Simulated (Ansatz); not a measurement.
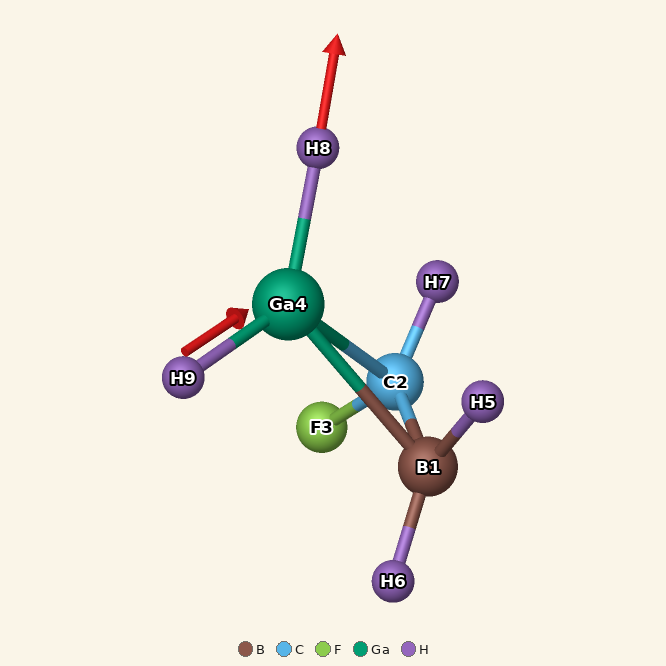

The arrows show one normal mode. Harmonic vibrations computed with RKS PBE0-D4/def2-TZVP (Ansatz 0.2.0) at a stationary point of the same level.

### What kind of motion is it?

Mostly out-of-phase stretching of 2 Ga–H bonds.

### Estimate its harmonic wavenumber.

2008 cm⁻¹; it is mode 18 of 21 counted from the lowest.
